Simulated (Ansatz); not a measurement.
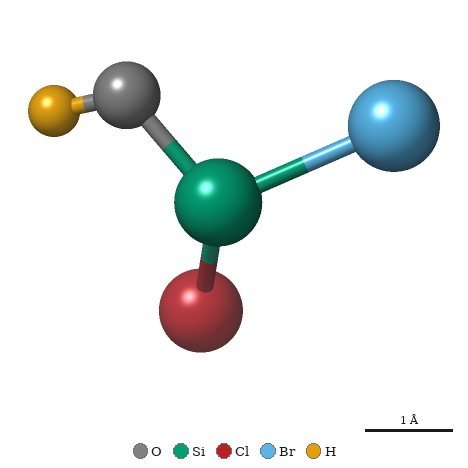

Every bond is drawn as one stick, whatever its order.

The species is neutral and a spin doublet.

Description:

The molecule is BrClHOSi. Its SMILES string is `O[Si](Cl)Br`. Among its groups: Si–O bond. The point group is C1. It is an open-shell species. Coordination: 1 O bent; 1 Si trigonal pyramidal.

The parts below concern this one geometry. Atoms keep their numbers from picture to picture. The geometry was computed by an optimisation with PBE0-D4/def2-TZVP.

**Geometry**

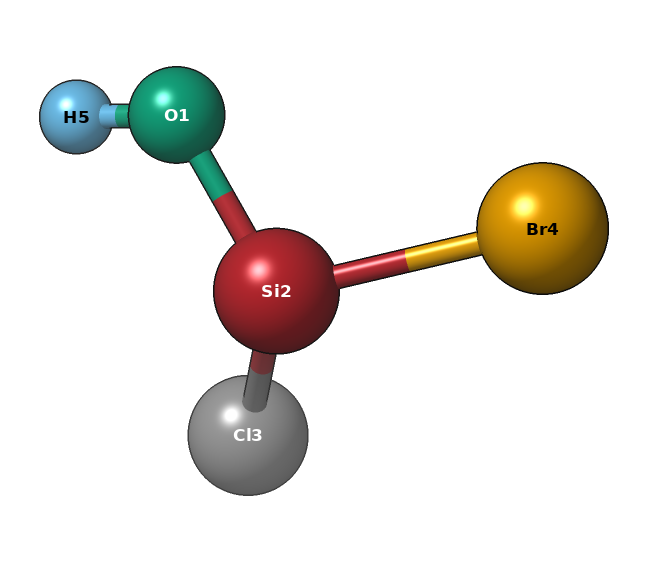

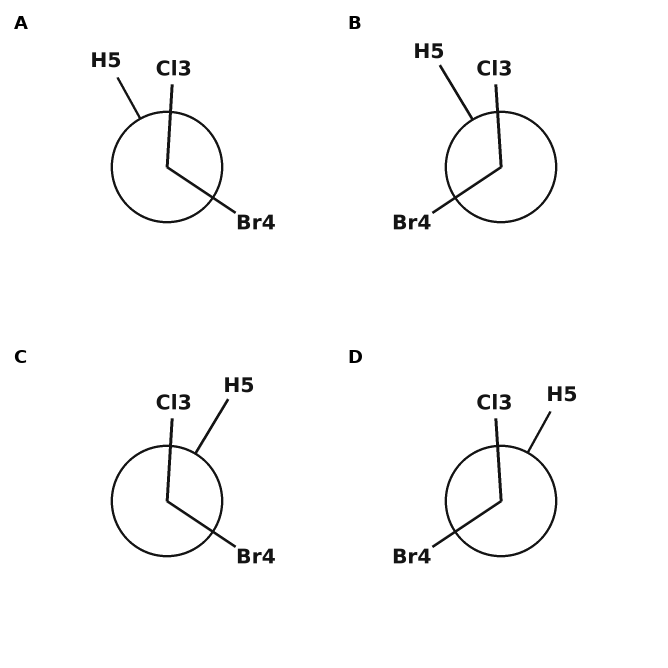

Distant atoms are faded towards the background colour. Bonds that would overlap in a projection are set slightly apart.

Which Newman projection shows the view along Si2–O1, with Si2 in front?

Answer. D. The torsion angle Br4–Si2–O1–H5 is 153°, antiperiplanar (anti).

**Thermal motion**

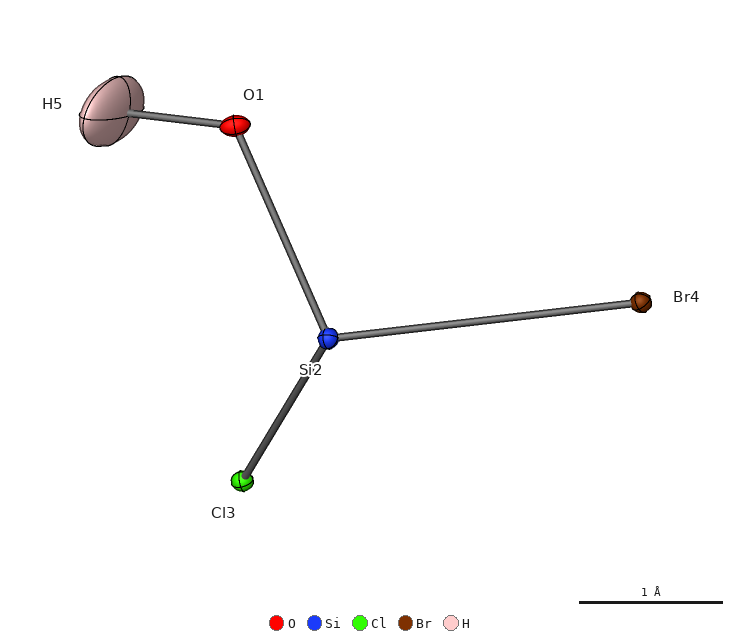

Displacement ellipsoids at the 50 % level, from the internal vibrations of the free molecule (harmonic, no overall translation or rotation; no half-axis is drawn under 0.075 Å). Vibrations computed with UKS PBE0-D4/def2-TZVP (Ansatz 0.2.0). Temperature: 100 K.

Give the displacement parameters, one line for each set of equivalent atoms.

```tsv
atom	U_eq (Å²)	rms amplitudes (Å)
O1	0.0027	0.028, 0.051, 0.069
Si2	0.0013	0.031, 0.034, 0.041
Cl3	0.0012	0.011, 0.028, 0.051
Br4	0.00031	0.005, 0.015, 0.026
H5	0.0498	0.085, 0.162, 0.341
```

**Levels of theory compared**

Program: Ansatz 0.2.0.

At this fixed geometry, give HOMO energy (eV) at these levels: B97M-V/def2-TZVPP; HSE06-D4/def2-TZVPP; PBE-D4/def2-TZVPP; PBE0-D4/def2-QZVPP; PBE0-D4/def2-TZVPP; SPW92 (LDA)/def2-TZVPP; r2SCAN-D4/def2-TZVPP; r2SCANh-D4/def2-TZVPP; ωB97M-V/def2-SVP.

```json
{"level": "B97M-V/def2-TZVPP", "HOMO energy (eV)": "−5.53"}
{"level": "HSE06-D4/def2-TZVPP", "HOMO energy (eV)": "−6.25"}
{"level": "PBE-D4/def2-TZVPP", "HOMO energy (eV)": "−5.43"}
{"level": "PBE0-D4/def2-QZVPP", "HOMO energy (eV)": "−6.69"}
{"level": "PBE0-D4/def2-TZVPP", "HOMO energy (eV)": "−6.65"}
{"level": "SPW92 (LDA)/def2-TZVPP", "HOMO energy (eV)": "−5.45"}
{"level": "r2SCAN-D4/def2-TZVPP", "HOMO energy (eV)": "−5.83"}
{"level": "r2SCANh-D4/def2-TZVPP", "HOMO energy (eV)": "−6.27"}
{"level": "ωB97M-V/def2-SVP", "HOMO energy (eV)": "−8.24"}
```

**Dipole moment**

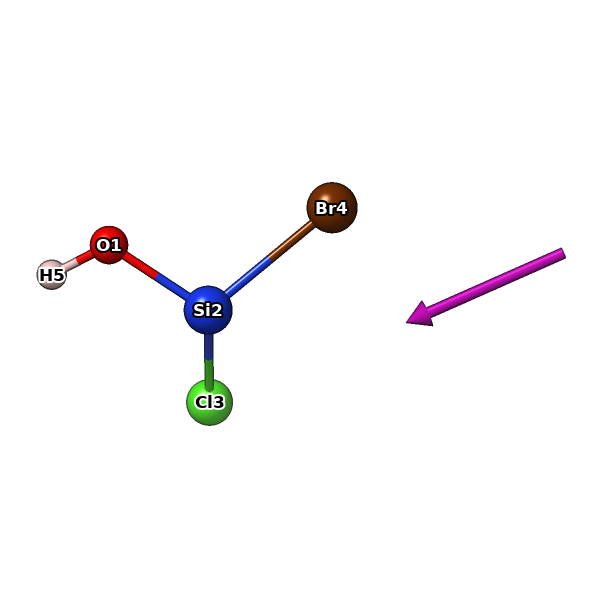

The arrow beside the molecule shows the direction of the dipole moment, from the negative to the positive end (its length means nothing). Properties computed with UKS ωB97M-V/def2-TZVPP (Ansatz 0.2.0).

How large is the dipole moment?

Answer. 1.82 D; it points from the side of Br4 to the side of H5 (the outermost atoms at the two ends).
